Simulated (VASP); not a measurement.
## MnS: the band gap up a ladder of functionals

Wanted: bands and gap of MnS from one functional after another. The levels: PBE, LDA, PBEsol, r2SCAN, TB-mBJ, HSE06, LAK, TPSS and HSE03. The start cell is built, not measured: it takes the structure of a Materials Project entry for MnSe (space group 225 there), with some of its atoms replaced by other elements, volume scaled by an estimate. LASPH is on for some levels and off for others; the table marks which.

Calculated with VASP 6.6.1; PBE, spin-polarised from a ferromagnetic start (one magnetic atom a cell); plane waves and PAW (Mn_pv, S), in the first sound run; inputs show where later runs differ.

### Step 1. Set-up

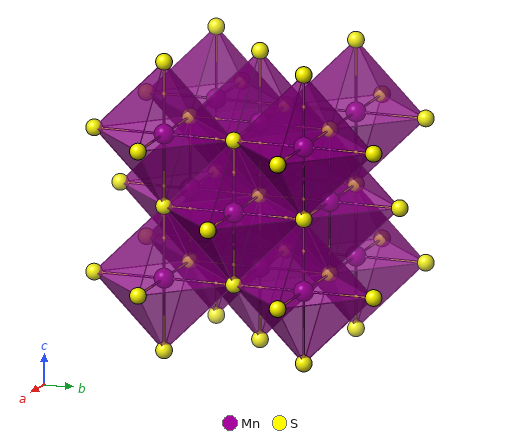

Start, viewed slightly off an axis; manganese purple, sulfur yellow. This picture shows the conventional cell, with its axes. Some periodic images of atoms are drawn too.

Structure file:

```
Mn S
1.0
     0.00000    2.67987    2.67987
     2.67987    0.00000    2.67987
     2.67987    2.67987    0.00000
Mn S
1 1
Direct
  0.00000 0.00000 0.00000
  0.50000 0.50000 0.50000
```

### Step 2. Relaxation of the start cell

Properties are meant for the cell that this level of theory prefers, so cell and atoms are relaxed first (ISIF = 3) until forces and stress are small; EDIFFG sets the threshold. PBE, the usual starting point, adds the gradient of the density.

File INCAR:

```
SYSTEM = MnS
PREC = Accurate
ENCUT = 400
EDIFF = 1E-06
NELM = 100
ISMEAR = -1
SIGMA = 0.05
LREAL = .FALSE.
ALGO = Normal
GGA = PE
NBANDS = 16
ISPIN = 2
MAGMOM = 4 0
LMAXMIX = 4
LORBIT = 11
LWAVE = .FALSE.
LCHARG = .FALSE.
KPAR = 4
IBRION = 2
NSW = 60
ISIF = 3
EDIFFG = -0.01
```

File POSCAR:

```
MnS
1.0
    0.0000000000      2.6798720000      2.6798720000
    2.6798720000      0.0000000000      2.6798720000
    2.6798720000      2.6798720000      0.0000000000
Mn S
1 1
Direct
    0.0000000000      0.0000000000      0.0000000000
    0.5000000000      0.5000000000      0.5000000000
```

File KPOINTS:

```
Automatic mesh
0
Gamma
7 7 7
0 0 0
```

PAW data sets: Mn_pv and S (PBE family, release 64).

Started as:

```bash
$ mpirun -np 4 vasp_std
```

The log of the run:

```text
[banner, memory and clock lines left out]
running    4 mpi-ranks, on    1 nodes
 distrk:  each k-point on    1 cores,    4 groups
 distr:  one band on    1 cores,    1 groups

 POSCAR found type information on POSCAR MnS
 POSCAR found :  2 types and       2 ions
 LDA part: xc-table for (Slater+PW92), standard interpolation
 POSCAR, INCAR and KPOINTS ok, starting setup
 FFT: planning ... GRIDC
 FFT: planning ... GRID_SOFT
 FFT: planning ... GRID
 WAVECAR not read
 entering main loop
       N       E                     dE             d eps       ncg     rms          rms(c)
DAV:   1     0.119323370594E+03    0.11932E+03   -0.93769E+03  1320   0.998E+02
DAV:   2    -0.998560066409E+01   -0.12931E+03   -0.12288E+03  1480   0.284E+02
DAV:   3    -0.150573214885E+02   -0.50717E+01   -0.50489E+01  1544   0.645E+01
DAV:   4    -0.151151164806E+02   -0.57795E-01   -0.57791E-01  1504   0.707E+00
DAV:   5    -0.151163333411E+02   -0.12169E-02   -0.12169E-02  1520   0.105E+00    0.108E+01
DAV:   6    -0.140035727945E+02    0.11128E+01   -0.80893E+00  1320   0.326E+01    0.105E+01
DAV:   7    -0.139744809418E+02    0.29092E-01   -0.78848E-01  1280   0.120E+01    0.590E+00
DAV:   8    -0.139769882203E+02   -0.25073E-02   -0.44697E-02  1384   0.196E+00    0.309E+00
DAV:   9    -0.139719741069E+02    0.50141E-02   -0.16877E-02  1392   0.148E+00    0.351E-01
DAV:  10    -0.139725159514E+02   -0.54184E-03   -0.25908E-03  1352   0.422E-01    0.140E-01
DAV:  11    -0.139725121308E+02    0.38206E-05   -0.44243E-04  1408   0.162E-01    0.126E-01
DAV:  12    -0.139725741622E+02   -0.62031E-04   -0.72369E-05  1328   0.895E-02    0.904E-02
DAV:  13    -0.139725897380E+02   -0.15576E-04   -0.11178E-05  1456   0.292E-02    0.532E-02
DAV:  14    -0.139726019273E+02   -0.12189E-04   -0.16798E-05  1344   0.405E-02    0.114E-02
DAV:  15    -0.139726027812E+02   -0.85387E-06   -0.84233E-07   904   0.107E-02
   1 F= -.13972603E+02 E0= -.13969020E+02  d E =-.139726E+02  mag=     4.8576
 curvature:   0.00 expect dE= 0.000E+00 dE for cont linesearch  0.000E+00
 trial: gam= 0.00000 g(F)=  0.359E-60 g(S)=  0.226E+00 ort = 0.000E+00 (trialstep = 0.100E+01)
 search vector abs. value=  0.226E+00
 bond charge predicted
       N       E                     dE             d eps       ncg     rms          rms(c)
DAV:   1    -0.189917215799E+02   -0.50191E+01   -0.69515E+01  1280   0.110E+02    0.224E+01
DAV:   2    -0.146674754946E+02    0.43242E+01   -0.25147E+01  1280   0.634E+01    0.146E+01
DAV:   3    -0.140916649966E+02    0.57581E+00   -0.38330E+00  1344   0.306E+01    0.632E+00
DAV:   4    -0.141295170870E+02   -0.37852E-01   -0.11338E+00  1312   0.102E+01    0.355E+00
DAV:   5    -0.141193715133E+02    0.10146E-01   -0.33452E-02  1408   0.160E+00    0.207E+00
DAV:   6    -0.141120566184E+02    0.73149E-02   -0.10053E-02  1440   0.778E-01    0.103E+00
DAV:   7    -0.141087583198E+02    0.32983E-02   -0.65888E-03  1440   0.897E-01    0.207E-01
DAV:   8    -0.141089108545E+02   -0.15253E-03   -0.62913E-04  1408   0.278E-01    0.102E-01
DAV:   9    -0.141089052658E+02    0.55886E-05   -0.18004E-04  1576   0.155E-01    0.834E-02
DAV:  10    -0.141089069342E+02   -0.16684E-05   -0.21426E-05  1344   0.459E-02    0.463E-02
DAV:  11    -0.141089107096E+02   -0.37754E-05   -0.22339E-05  1560   0.460E-02    0.135E-02
DAV:  12    -0.141089093679E+02    0.13417E-05   -0.25983E-06  1008   0.118E-02    0.117E-02
DAV:  13    -0.141089091011E+02    0.26679E-06   -0.12097E-06   928   0.111E-02
   2 F= -.14108909E+02 E0= -.14105352E+02  d E =-.136306E+00  mag=     4.5978
 trial-energy change:   -0.136306  1 .order   -0.125987   -0.225564   -0.026410
 step:   1.0988(harm=  1.1326)  dis= 0.00000  next Energy=   -14.110224 (dE=-0.138E+00)
 bond charge predicted
       N       E                     dE             d eps       ncg     rms          rms(c)
DAV:   1    -0.141577327983E+02   -0.48823E-01   -0.72567E-01  1280   0.120E+01    0.219E+00
DAV:   2    -0.141136389353E+02    0.44094E-01   -0.17841E-01  1280   0.657E+00    0.196E+00
DAV:   3    -0.141113216155E+02    0.23173E-02   -0.83033E-03  1336   0.132E+00    0.479E-01
DAV:   4    -0.141105890408E+02    0.73257E-03   -0.34305E-03  1360   0.336E-01    0.254E-01
DAV:   5    -0.141104114457E+02    0.17760E-03   -0.37679E-04  1448   0.241E-01    0.161E-01
DAV:   6    -0.141103613458E+02    0.50100E-04   -0.65936E-05  1376   0.725E-02    0.584E-02
DAV:   7    -0.141103635846E+02   -0.22388E-05   -0.10891E-05  1472   0.330E-02    0.161E-02
DAV:   8    -0.141103625486E+02    0.10360E-05   -0.26456E-06  1304   0.124E-02    0.628E-03
DAV:   9    -0.141103620691E+02    0.47943E-06   -0.16315E-07   640   0.413E-03
   3 F= -.14110362E+02 E0= -.14106710E+02  d E =-.137759E+00  mag=     4.5715
 curvature:  -0.53 expect dE=-0.488E-05 dE for cont linesearch -0.488E-05
 trial: gam=-0.00635 g(F)=  0.165E-60 g(S)=  0.921E-05 ort = 0.144E-02 (trialstep = 0.102E+01)
 search vector abs. value=  0.476E-09
 reached required accuracy - stopping structural energy minimisation
```

Run time: 13 s. Hardware: 4 MPI ranks of Intel Xeon 6975P-C (Granite Rapids), shared host; peak memory 0.66 GiB; 51 s of CPU time.

Lines that name or quote the potential files are left out of all logs, and their timing lines are given in words.

OUTCAR, selected parts (step 2):

```text
ion  position               nearest neighbor table
   1  0.000  0.000  0.000-   2 2.68   2 2.68   2 2.68   2 2.68   2 2.68   2 2.68
   2  0.500  0.500  0.500-   1 2.68   1 2.68   1 2.68   1 2.68   1 2.68   1 2.68

  LATTYP: Found a face centered cubic cell.
 ALAT       =     5.3597440000

 Subroutine GETGRP returns: Found 48 space group operations
 (whereof 48 operations were pure point group operations)

The static configuration has the point symmetry O_h .

 Found     20 irreducible k-points:

   k-points           NKPTS =     20   k-points in BZ     NKDIM =     20   number of bands    NBANDS=     16

   dimension x,y,z NGX =    28 NGY =   28 NGZ =   28
   dimension x,y,z NGXF=    56 NGYF=   56 NGZF=   56

   ENCUT  =  400.0 eV  29.40 Ry    5.42 a.u.   6.18  6.18  6.18*2*pi/ulx,y,z

   NELECT =      19.0000    total number of electrons

 k-points in reciprocal lattice and weights: Automatic mesh
   0.00000000  0.00000000  0.00000000       0.003
   0.14285714  0.00000000  0.00000000       0.023
   0.28571429  0.00000000  0.00000000       0.023
   0.42857143  0.00000000  0.00000000       0.023
   0.14285714  0.14285714  0.00000000       0.017
   0.28571429  0.14285714  0.00000000       0.070
   0.42857143  0.14285714  0.00000000       0.070
  -0.42857143  0.14285714  0.00000000       0.070
  -0.28571429  0.14285714  0.00000000       0.070
[...]
-0.42857143  0.42857143  0.14285714       0.070
  -0.28571429  0.42857143  0.14285714       0.070

 average (electrostatic) potential at core
       1 -67.9033       2 -84.8263

 E-fermi :   7.3086

 spin component 1
 k-point     1 :       0.0000    0.0000    0.0000
  band No.  band energies     occupation
    ...
      8       4.0033      1.00000
      9       4.0033      1.00000
     10       5.3528      1.00000
     11       5.3528      1.00000
     12       5.3528      1.00000
     13       9.4617      0.00000
     14      16.0222      0.00000
     15      16.0222      0.00000
     16      16.0222      0.00000

 k-point     2 :       0.1429    0.0000    0.0000
  band No.  band energies     occupation
    ...
      8       4.0207      1.00000
      9       4.0207      1.00000
     10       4.8065      1.00000
     11       6.0527      1.00000
     12       6.0527      1.00000
     13      10.5696      0.00000
     14      14.7216      0.00000
     15      15.7916      0.00000
     16      15.7916      0.00000

 k-point     3 :       0.2857    0.0000    0.0000
  band No.  band energies     occupation
    ...
      8       4.2612      1.00000
      9       4.2612      1.00000
     10       4.7382      1.00000
     11       7.0729      0.99111
     12       7.0729      0.99111
     13      11.0389      0.00000
     14      14.1871      0.00000
     15      14.1871      0.00000
     16      14.8364      0.00000

 k-point     4 :       0.4286    0.0000    0.0000
  band No.  band energies     occupation
    ...
      6       2.2808      1.00000
      7       2.2808      1.00000
      8       4.4695      1.00000
      9       4.4695      1.00000
     10       4.8780      1.00000
     11       7.7964      0.00006
     12       7.7964      0.00006
     13      10.2917      0.00000
     14      12.9199      0.00000
     15      12.9199      0.00000
    ...

 k-point     5 :       0.1429    0.1429    0.0000
  band No.  band energies     occupation
    ...
      8       3.7878      1.00000
      9       4.0563      1.00000
     10       5.4537      1.00000
     11       5.4537      1.00000
     12       5.6988      1.00000
     13      11.1383      0.00000
     14      14.6510      0.00000
     15      15.0792      0.00000
     16      15.9420      0.00000

 k-point     6 :       0.2857    0.1429    0.0000
  band No.  band energies     occupation
    ...
      8       3.9837      1.00000
      9       4.2816      1.00000
     10       4.9214      1.00000
     11       5.9163      1.00000
     12       6.6875      1.00000
     13      12.0123      0.00000
     14      13.1314      0.00000
     15      14.2085      0.00000
     16      15.5378      0.00000

  Total       -0.0112800     -0.0112800     -0.0112800      0.0000000      0.0000000     -0.0000000
  in kB       -0.5421123     -0.5421123     -0.5421123      0.0000000      0.0000000     -0.0000000
  external PRESSURE =      -0.5421123 kB  Pullay stress =       0.0000000 kB

  energy-cutoff  :      400.00
  volume of cell :       33.34
      direct lattice vectors                 reciprocal lattice vectors
     0.000000000  2.554464117  2.554464117    -0.195735770  0.195735770  0.195735770
     2.554464117  0.000000000  2.554464117     0.195735770 -0.195735770  0.195735770
     2.554464117  2.554464117  0.000000000     0.195735770  0.195735770 -0.195735770

 POSITION                                       TOTAL-FORCE (eV/Angst)
 -----------------------------------------------------------------------------------
      0.00000      0.00000      0.00000        -0.000000      0.000000     -0.000000
      2.55446      2.55446      2.55446         0.000000     -0.000000      0.000000
 -----------------------------------------------------------------------------------
    total drift:                               -0.000000      0.000000      0.000000

  FREE ENERGIE OF THE ION-ELECTRON SYSTEM (eV)
  ---------------------------------------------------
  free  energy   TOTEN  =       -14.1103620691 eV

  energy  without entropy=      -14.1030577498  energy(sigma->0) =      -14.10670991

 reached required accuracy - stopping structural energy minimisation

 total charge
# of ion       s       p       d       tot
------------------------------------------
    1        0.225   6.181   4.956  11.362
    2        1.329   2.411   0.000   3.740
--------------------------------------------------
tot          1.554   8.593   4.956  15.102

 magnetization (x)
# of ion       s       p       d       tot
------------------------------------------
    1        0.053   0.042   4.055   4.149
    2        0.028   0.069   0.000   0.097
--------------------------------------------------
tot          0.081   0.111   4.055   4.246

[... 6 further parts left out ...]
```

The cell holds one magnetic atom, so no antiferromagnetic order fits into it. Experiment finds antiferromagnetic order in this phase (below 150 K, arxiv:1108.4537), so this ferromagnetic run describes another state. The k-mesh is coarse for a metal. LASPH is off, so gradient terms of the non-spherical density inside the spheres are left out; for open d or f shells this can shift gaps and moments. After so large a change of volume the plane waves of the start cell no longer fit, so the final stress carries a basis-set error. The run keeps the 48 symmetry operations of its start, so it cannot find a distortion of lower symmetry.

Relaxation path:

```
step  energy less that of the first step (eV)  largest force (eV/Å)  pressure (GPa)  volume (Å³)
   1                                   0.0000                0.0000           -7.35        38.49
   2                                  -0.1363                0.0000           -0.98        33.78
   3                                  -0.1378                0.0000           -0.05        33.34
```

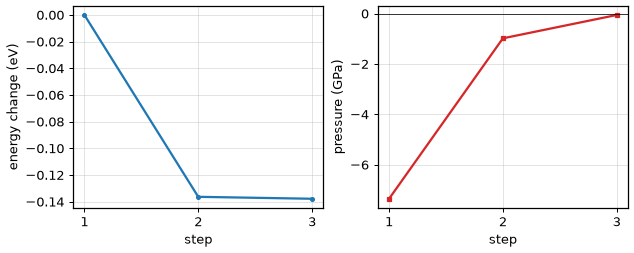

Energy and pressure along the relaxation.

```
conventional cell, symmetrised  before  after   change
                         a (Å)   5.360  5.109   -4.7 %
                         b (Å)   5.360  5.109   -4.7 %
                         c (Å)   5.360  5.109   -4.7 %
              volume (Å³/atom)   19.25  16.67  -13.4 %
```

The relaxed structure:

```xyz
2
Lattice="0.0000 2.5545 2.5545 2.5545 0.0000 2.5545 2.5545 2.5545 0.0000" Properties=species:S:1:pos:R:3 pbc="T T T"
Mn    0.0000    0.0000    0.0000
S     2.5545    2.5545    2.5545
```

Numbers from this step:

```yaml
electrons: 19
bands: 16
irreducible_k_points: 20
symmetry_operations: 48
free_energy_toten: -14.11 eV
energy_at_zero_smearing: -14.11 eV
fermi_energy: 7.309 eV
pressure: -0.05421 GPa
moment_of_the_cell_from_the_last_line_of_the_log: 4.572 μB
metallic: yes
scf_cycles_over_all_ionic_steps: 37
```

Spin moment in the PAW sphere by atom:

```
atom  spin moment in the PAW sphere (μB)
 Mn1                                4.15
  S2                                0.10
```

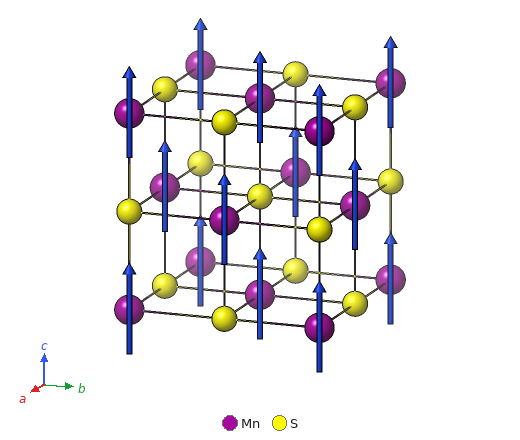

Spin moment in the PAW sphere as arrows, the longest 4.15 μB. Up and down stand for the sign. Arrows give size and sign along the axis of quantisation, drawn up and down the page. Some periodic images of atoms are drawn too.

It ends with forces that vanish by symmetry and a pressure of -0.05 GPa.

[end of part 1 of 5]

[Lines on the potential files, build, host, timing and source positions are cut from VASP's logs without a mark.]

[Logs are printed without paths, hosts, clocks, repeated set-up lines and the standing remarks that a program may print on its own settings, such as how far it seeks lower states.]

[Hosts, paths, dates, database ids (printed as entryN), source tags and the programs' standing remarks are cut or masked in the printed files.]

[A measured line is paired with the nearest computed mode of its activity, which favours agreement.]

[In band tables of VASP the shares of atoms and orbitals are scaled to a sum of 1 inside the atoms' spheres.]
